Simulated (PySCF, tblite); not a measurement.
# Al3H4O5P, a small molecule taken as a stand-in for a surface group (alumina 3-ring): NMR shifts, core binding energies and electronic excitations, part 2 of 2

tblite 0.8.0 and PySCF 2.14.0. Atoms count from 0, parts from 1. The steps go on from the part before.

## Step 5: Core holes by ΔSCF: SCAN, X2C

Job settings and geometry (Å):

```
{"job": {"kind": "xps", "holes": 5}, "charge": 0, "multiplicity": 1}
O      0.044244     1.120126    -1.059106
Al     1.252133     1.447943     0.101399
O      2.162556     2.870880     0.046277
O      1.453768     0.245717     1.300761
Al     0.537647    -1.196244     1.390080
O      0.749472    -2.366658     2.591535
O     -0.636697    -1.389697     0.167337
Al    -0.944221    -0.277996    -1.099755
P     -2.456372    -0.690188    -2.795085
H      2.843502     3.099967     0.680032
H      1.394990    -2.296979     3.296097
H     -3.418108    -1.225459    -1.883309
H     -2.973131     0.641019    -2.729039
```

With the program's defaults for keys left out, this is: delta-SCF UKS SCAN, pcX-2 on the ionised atom, pcseg-1 elsewhere, spin-free X2C.

Log:

```text
ground state, core basis on atom 1 (Al), 204 functions
  cycle   1  E = -1449.08082877  |g| = 1.73e+00
  cycle   2  E = -1447.25733578  |g| = 3.41e+00
  cycle   3  E = -1449.64584439  |g| = 2.70e-01
  cycle   4  E = -1449.65216877  |g| = 2.30e-01
  cycle   5  E = -1449.66322114  |g| = 4.42e-02
  cycle   6  E = -1449.66369157  |g| = 1.61e-02
  cycle   7  E = -1449.66374468  |g| = 7.46e-03
  cycle   8  E = -1449.66375555  |g| = 1.79e-03
  cycle   9  E = -1449.66375790  |g| = 3.29e-04
  E(ground) = -1449.75938371 Eh
hole in Al 2p of atom 1
  cycle   1  E = -1446.40955731  |g| = 1.08e+00
  cycle   2  E = -1445.16520234  |g| = 1.32e+00
  cycle   3  E = -1446.43134836  |g| = 5.59e-01
  cycle   4  E = -1446.65245664  |g| = 1.66e-01
  cycle   5  E = -1446.65927751  |g| = 1.79e-01
  cycle   6  E = -1446.67253855  |g| = 3.47e-02
  cycle   7  E = -1446.67289532  |g| = 2.33e-02
  cycle   8  E = -1446.67316006  |g| = 7.27e-03
  cycle   9  E = -1446.67318198  |g| = 2.24e-03
  cycle  10  E = -1446.67318365  |g| = 1.60e-03
  cycle  11  E = -1446.67318662  |g| = 3.22e-04
  E(ion) = -1446.77616722 Eh   <S^2> = 0.7530   hole on atom = 1.003   binding energy = 81.177 eV
  2p3/2 = 80.767 eV   2p1/2 = 81.297 eV
ground state, core basis on atom 2 (O), 193 functions
  cycle   1  E = -1449.61131079  |g| = 1.01e-01
  cycle   2  E = -1449.61045235  |g| = 8.25e-02
  cycle   3  E = -1449.61092412  |g| = 6.38e-02
  cycle   4  E = -1449.61163602  |g| = 6.93e-03
  cycle   5  E = -1449.61164653  |g| = 1.90e-03
  cycle   6  E = -1449.61164627  |g| = 3.63e-04
  E(ground) = -1449.74036491 Eh
hole in O 1s of atom 2
  cycle   1  E = -1429.02118683  |g| = 2.22e+00
  cycle   2  E = -1427.01867744  |g| = 2.44e+00
  cycle   3  E = -1429.57494478  |g| = 6.52e-01
  cycle   4  E = -1429.78600756  |g| = 2.58e-01
  cycle   5  E = -1429.82181180  |g| = 1.17e-01
  cycle   6  E = -1429.83059001  |g| = 3.69e-02
  cycle   7  E = -1429.83107103  |g| = 1.85e-02
  cycle   8  E = -1429.83121740  |g| = 5.20e-03
  cycle   9  E = -1429.83122959  |g| = 2.69e-03
  cycle  10  E = -1429.83123304  |g| = 1.20e-03
  cycle  11  E = -1429.83123258  |g| = 2.47e-04
  E(ion) = -1429.96122436 Eh   <S^2> = 0.7613   hole on atom = 1.000   binding energy = 538.218 eV
ground state, core basis on atom 6 (O), 193 functions
  cycle   1  E = -1449.60911062  |g| = 1.31e-01
  cycle   2  E = -1449.60366508  |g| = 1.95e-01
  cycle   3  E = -1449.61033855  |g| = 4.72e-02
  cycle   4  E = -1449.61062289  |g| = 2.59e-02
  cycle   5  E = -1449.61074629  |g| = 2.71e-03
  cycle   6  E = -1449.61074881  |g| = 1.07e-03
  cycle   7  E = -1449.61074988  |g| = 1.76e-04
  E(ground) = -1449.74158928 Eh
hole in O 1s of atom 6
  cycle   1  E = -1429.03259863  |g| = 2.23e+00
  cycle   2  E = -1428.49842959  |g| = 2.23e+00
  cycle   3  E = -1429.77367829  |g| = 4.91e-01
  cycle   4  E = -1429.78081700  |g| = 4.51e-01
  cycle   5  E = -1429.87336956  |g| = 8.03e-02
  cycle   6  E = -1429.87477371  |g| = 4.94e-02
  cycle   7  E = -1429.87617208  |g| = 1.14e-02
  cycle   8  E = -1429.87620370  |g| = 6.46e-03
  cycle   9  E = -1429.87622494  |g| = 2.14e-03
  cycle  10  E = -1429.87622808  |g| = 1.14e-03
  cycle  11  E = -1429.87622835  |g| = 2.87e-04
  E(ion) = -1430.00993265 Eh   <S^2> = 0.7630   hole on atom = 1.000   binding energy = 536.926 eV
ground state, core basis on atom 7 (Al), 204 functions
  cycle   1  E = -1449.65463525  |g| = 2.63e-01
  cycle   2  E = -1449.64790165  |g| = 2.18e-01
  cycle   3  E = -1449.65054267  |g| = 1.78e-01
  cycle   4  E = -1449.65673101  |g| = 2.58e-02
  cycle   5  E = -1449.65684729  |g| = 8.69e-03
  cycle   6  E = -1449.65686008  |g| = 1.43e-03
  cycle   7  E = -1449.65686242  |g| = 5.90e-04
  cycle   8  E = -1449.65685993  |g| = 2.25e-04
  E(ground) = -1449.75288326 Eh
hole in Al 2p of atom 7
  cycle   1  E = -1446.39569708  |g| = 1.08e+00
  cycle   2  E = -1445.71553254  |g| = 1.31e+00
  cycle   3  E = -1446.50446803  |g| = 5.69e-01
  cycle   4  E = -1446.67213960  |g| = 1.27e-01
  cycle   5  E = -1446.67514945  |g| = 9.98e-02
  cycle   6  E = -1446.67932302  |g| = 3.47e-02
  cycle   7  E = -1446.67978277  |g| = 1.29e-02
  cycle   8  E = -1446.67983181  |g| = 5.85e-03
  cycle   9  E = -1446.67985020  |g| = 1.79e-03
  cycle  10  E = -1446.67985217  |g| = 9.09e-04
  cycle  11  E = -1446.67985418  |g| = 4.24e-04
  E(ion) = -1446.78312803 Eh   <S^2> = 0.7533   hole on atom = 1.003   binding energy = 80.811 eV
  2p3/2 = 80.402 eV   2p1/2 = 80.930 eV
ground state, core basis on atom 8 (P), 204 functions
  cycle   1  E = -1449.69010982  |g| = 3.40e-01
  cycle   2  E = -1449.68989252  |g| = 4.62e-02
  cycle   3  E = -1449.68936200  |g| = 6.53e-02
  cycle   4  E = -1449.69060613  |g| = 6.48e-03
  cycle   5  E = -1449.69060934  |g| = 5.48e-03
  cycle   6  E = -1449.69061236  |g| = 5.09e-04
  cycle   7  E = -1449.69061558  |g| = 2.00e-04
  E(ground) = -1449.79310163 Eh
hole in P 2p of atom 8
  cycle   1  E = -1444.27065202  |g| = 1.38e+00
  cycle   2  E = -1438.92157301  |g| = 2.28e+00
  cycle   3  E = -1442.11081792  |g| = 1.55e+00
  cycle   4  E = -1444.57803753  |g| = 4.20e-01
  cycle   5  E = -1444.59103040  |g| = 3.45e-01
  cycle   6  E = -1444.65264099  |g| = 1.15e-01
  cycle   7  E = -1444.65826076  |g| = 7.21e-02
  cycle   8  E = -1444.66042133  |g| = 2.28e-02
  cycle   9  E = -1444.66060450  |g| = 1.32e-02
  cycle  10  E = -1444.66067759  |g| = 1.95e-03
  cycle  11  E = -1444.66068004  |g| = 7.22e-04
  cycle  12  E = -1444.66067895  |g| = 2.76e-04
  E(ion) = -1444.77419828 Eh   <S^2> = 0.7540   hole on atom = 1.002   binding energy = 136.571 eV
  2p3/2 = 136.225 eV   2p1/2 = 137.114 eV
```

Run time: 57 s. Hardware: 1 thread of Arm Neoverse V2, shared host; peak memory 0.82 GiB.

The holes in one table. −ε is the ground-state orbital energy:

| hole | stands for | environment | ΔSCF (eV; 2p as the shell's mean) | −ε (eV) | ⟨S²⟩ |
| --- | --- | --- | --- | --- | --- |
| Al2p on Al1 | Al1, Al4 | aluminium bonded to 3 O | 80.94 | 70.8 | 0.753 |
| O1s on O2 | O2, O5 | oxygen bonded to Al, H | 538.22 | 516.3 | 0.761 |
| O1s on O6 | O0, O6 | oxygen bonded to 2 Al | 536.93 | 515.9 | 0.763 |
| Al2p on Al7 | Al7 | aluminium bonded to 2 O, P | 80.58 | 71.0 | 0.753 |
| P2p on P8 | P8 | phosphorus bonded to Al, 2 H | 136.52 | 125.6 | 0.754 |

Each hole run stands for the others of its class of like atoms.

With the spin-orbit splitting: Al1 2p3/2 80.77, 2p1/2 81.30 eV; Al7 2p3/2 80.40, 2p1/2 80.93 eV; P8 2p3/2 136.23, 2p1/2 137.11 eV. The table gives each 2p level as the mean over the whole 2p shell (two parts 2p3/2, one part 2p1/2), which differs a little from the single hole in the log.

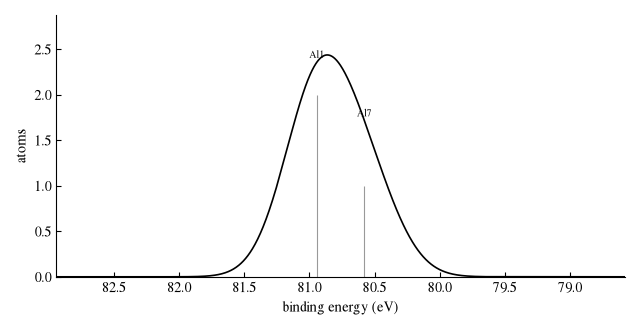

The Al2p photoelectron lines, weighted by the number of atoms. Lines are broadened to a width of 0.60 eV (Gaussian).

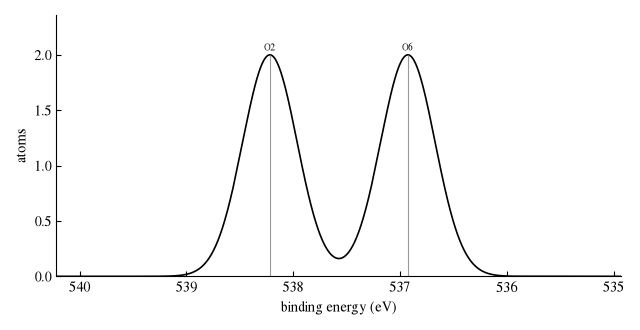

The O1s photoelectron lines, weighted by the number of atoms. Only 4 of the 5 O atoms are covered by sound results. Lines are broadened to a width of 0.60 eV (Gaussian).

## Step 6: Excited states and response: CAM-B3LYP/def2-SVPD

Same as in step 5 but for these lines:

```diff
@@ -1,2 +1,2 @@
-{"job": {"kind": "xps", "holes": 5}, "charge": 0, "multiplicity": 1}
+{"job": {"kind": "uv", "xc": "CAM-B3LYP", "basis": "def2-SVPD", "nstates": 6, "ntriplets": 2, "ip": true}, "charge": 0, "multiplicity": 1}
 O      0.044244     1.120126    -1.059106
```

With the program's defaults for keys left out, this is: TDDFT CAM-B3LYP/def2-SVPD, vertical, gas phase, core orbitals frozen in the response.

Log:

```text
coarse grid: 14408 points
cycle   1  E = -1446.2234639319  dE =  9.530e-01  |g| = 1.641e+00  |ddm| = 5.975e+00
cycle   2  E = -1445.6944405610  dE =  5.290e-01  |g| = 2.361e+00  |ddm| = 7.176e+00
cycle   3  E = -1446.7490701506  dE = -1.055e+00  |g| = 9.519e-02  |ddm| = 4.222e+00
cycle   4  E = -1446.7499100063  dE = -8.399e-04  |g| = 8.516e-02  |ddm| = 2.946e-01
cycle   5  E = -1446.7512736643  dE = -1.364e-03  |g| = 1.208e-02  |ddm| = 1.228e-01
cycle   6  E = -1446.7513104114  dE = -3.675e-05  |g| = 4.180e-03  |ddm| = 3.726e-02
cycle   7  E = -1446.7513146763  dE = -4.265e-06  |g| = 2.296e-03  |ddm| = 1.081e-02
final grid: 125128 points
cycle   8  E = -1446.9788999019  dE = -2.678e-05  |g| = 4.719e-03  |ddm| = 6.201e-02
cycle   9  E = -1446.9788955048  dE =  4.397e-06  |g| = 6.930e-03  |ddm| = 1.223e-02
cycle  10  E = -1446.9789041808  dE = -8.676e-06  |g| = 2.286e-04  |ddm| = 6.905e-03
cycle  11  E = -1446.9789041855  dE = -4.706e-09  |g| = 2.364e-04  |ddm| = 7.265e-04
cycle  12  E = -1446.9789041964  dE = -1.088e-08  |g| = 4.479e-05  |ddm| = 3.391e-04
cycle  13  E = -1446.9789041969  dE = -4.557e-10  |g| = 1.010e-05  |ddm| = 1.290e-04
converged SCF energy = -1446.9789041969

Static polarisability (au): isotropic 103.333, principal 83.104 101.973 124.923

Singlet excitations
state   eV       nm        f      main configurations
  1   5.7181    216.8   0.16847   H->L 0.76, H->L+2 0.17
  2   6.3690    194.7   0.00834   H->L+4 0.54, H->L+5 0.25, H->L+1 0.09
  3   6.5377    189.6   0.12632   H->L+3 0.59, H-4->L 0.15, H-1->L 0.08
  4   6.6079    187.6   0.01356   H-1->L 0.39, H->L+3 0.20, H-4->L 0.20
  5   6.6392    186.7   0.03269   H-2->L 0.87
  6   6.7280    184.3   0.00059   H-3->L 0.84

Triplet excitations (Tamm-Dancoff, eV): 5.1463 5.6400
Vertical ionisation energy (delta-SCF) = 9.7585 eV
Vertical electron affinity (delta-SCF) = 0.2872 eV
```

Run time: 2.7 min. Hardware: 1 thread of Arm Neoverse V2, shared host; peak memory 1.3 GiB.

The orbitals next to the gap, with their largest atomic shares:

```csv
orbital,eV,atoms
HOMO−3,-10.69,"O0 30 %, O6 29 %, O5 15 %"
HOMO−2,-10.56,"O6 45 %, O0 42 %"
HOMO−1,-10.42,"P8 35 %, O3 17 %, Al7 11 %"
HOMO,-8.84,"P8 65 %, Al7 14 %, H12 7 %"
LUMO,-0.81,"Al1 27 %, Al4 27 %, Al7 18 %"
LUMO+1,0.45,"Al1 28 %, Al4 27 %, O2 9 %"
LUMO+2,0.48,"Al7 38 %, P8 12 %, Al4 9 %"
```

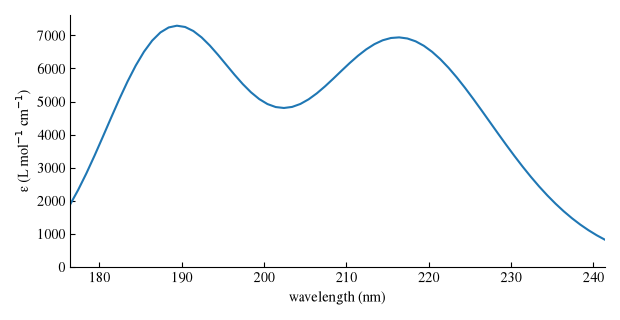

Absorption spectrum: each of the 6 states is a Gaussian band of 0.4 eV half-width at 1/e. Beyond the last state computed it falls off for lack of states.

Ground-state properties from the same run:

| property | computed |
| --- | --- |
| dipole moment (D) | 2.24 |
| polarisability (Å³) | 15.31 |
| HOMO–LUMO gap (eV) | 8.02 |
| −ε(HOMO) (eV) | 8.84 |

## Step 7: Results

This closing draws on all 2 parts.

| quantity | value |
| --- | --- |
| rotational constants (main isotopes) | 1.01, 0.62, 0.38 GHz |
| 1H shifts against TMS (PBE0/pcSseg-1, means over atoms taken as alike) | 1.22, 0.95 ppm |
| 17O shifts against H2O (PBE0/pcSseg-1, means over atoms taken as alike) | 91.4, 62.5, 2.6 ppm |
| 27Al shifts against AlH4- (PBE0/pcSseg-1, means over atoms taken as alike) | 78.4, 20.4 ppm |
| 31P shifts against H3PO4 (PBE0/pcSseg-1) | -352.8 ppm |
| Al2p binding energies, SCAN/pcX-2 | Al1 80.94, Al7 80.58 eV |
| O1s binding energies, SCAN/pcX-2 (standing for 4 of 5 atoms) | O2 538.22, O6 536.93 eV |
| P2p binding energies, SCAN/pcX-2 | P8 136.52 eV |
| lowest singlet (CAM-B3LYP/def2-SVPD) | 5.72 eV (217 nm), f = 0.168 |
| lowest triplet | 5.15 eV |
| vertical ionisation energy (ΔSCF) | 9.76 eV |
| vertical electron affinity (ΔSCF) | 0.29 eV |

What this shows: The start of the PBE0/def2-SVP relaxation was shaken at random by about 0.01 Å, so part of the energy gained, and of the first lengths quoted, undoes that. Relaxing lowered the energy by 0.269 eV in 12 steps; the close pair that moved most is Al1–O2, from 1.633 to 1.690 Å (PBE0/def2-SVP). At PBE0/pcSseg-1: The largest span, 186 ppm, is at P8, where the paramagnetic term is -305 ppm. At SCAN/pcX-2: The Al2p levels kept as sound span 0.37 eV, from Al7 (aluminium bonded to 2 O, P) up to Al1 (aluminium bonded to 3 O). At SCAN/pcX-2: The O1s levels kept as sound span 1.29 eV, from O6 (oxygen bonded to 2 Al) up to O2 (oxygen bonded to Al, H). Only 4 of the 5 O atoms are covered by sound results. The first singlet state (HOMO→LUMO 0.76, HOMO→LUMO+2 0.17) lies at 5.72 eV and is bright. The lowest triplet lies 0.57 eV below the lowest singlet (triplets in Tamm-Dancoff, singlets in full TDDFT). The orbital energy would give 8.84 eV for ionisation, ΔSCF gives 9.76 eV. A capped cluster stands for the solid here, so long-range fields and strain are missing, and bands or shifts of the capping hydrogens have no counterpart in it.
